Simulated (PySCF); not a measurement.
C₂H₆SSi, SMILES C=C[SiH2]S, geometry in Å:

```xyz
10

C      1.5091     0.9127     0.3075
C      0.6127     0.2975    -0.4733
Si    -0.7727    -0.7431     0.2147
S     -2.7043    -0.0100    -0.3883
H      1.4736     0.8271     1.4000
H      2.3194     1.5260    -0.1027
H      0.6887     0.4205    -1.5616
H     -0.7521    -2.1309    -0.3323
H     -0.6309    -0.7706     1.7027
H     -2.5382     1.2071     0.1763
```

Simulated rotational absorption lines between 26 and 40 GHz at 2 K: rigid rotor with the equilibrium constants and dipole of one optimised conformer (PBE0-D3(BJ)/def2-SVP, PySCF 2.14.0), commonest isotopes; no centrifugal distortion, hyperfine structure, internal rotation or nuclear-spin weights; lines within 1 MHz of each other are summed.

Question: What are the rotational constants, and what kind of rotor is it?

Answer: Rotational constants A, B, C = 11.44, 2.077, 1.911 GHz; Ray's κ = −0.97, a near-prolate asymmetric top.

Question: Which dipole components drive the lines?

Answer:
|μa|, |μb|, |μc| = 1.74, 0.58, 0.54 D; a-type lines carry 74 % of the intensity in this range.

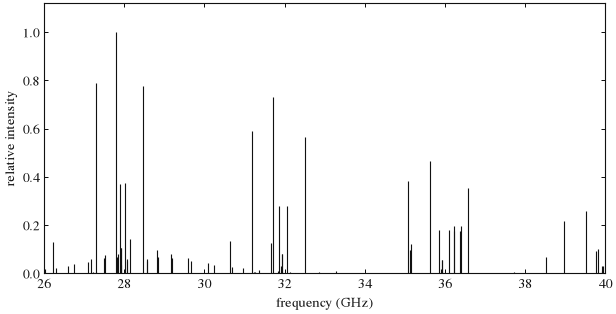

Known limits of this run: coarse grid, loose stop and no frequency check, small forces are noise and the end may be a saddle.
